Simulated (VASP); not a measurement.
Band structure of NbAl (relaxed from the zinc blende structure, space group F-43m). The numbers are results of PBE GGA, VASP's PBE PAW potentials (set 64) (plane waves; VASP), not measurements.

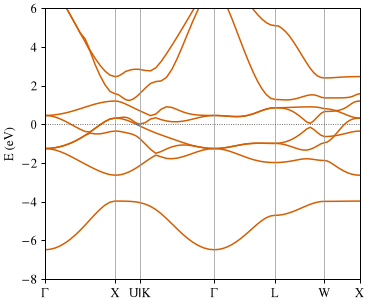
Figure. Bands along high-symmetry lines, zero at the valence-band maximum or, without a gap, the Fermi level

### Question
Read the plot: is there a gap, and where are the band edges?

### Answer
It has no gap at this level: it comes out as a metal or semimetal. (Edges off the drawn lines would not show.)

The structure was generated: NbAl was put into the zinc blende type (F-43m), which need not be its known phase. It was relaxed first, which changed the volume by -26 %.
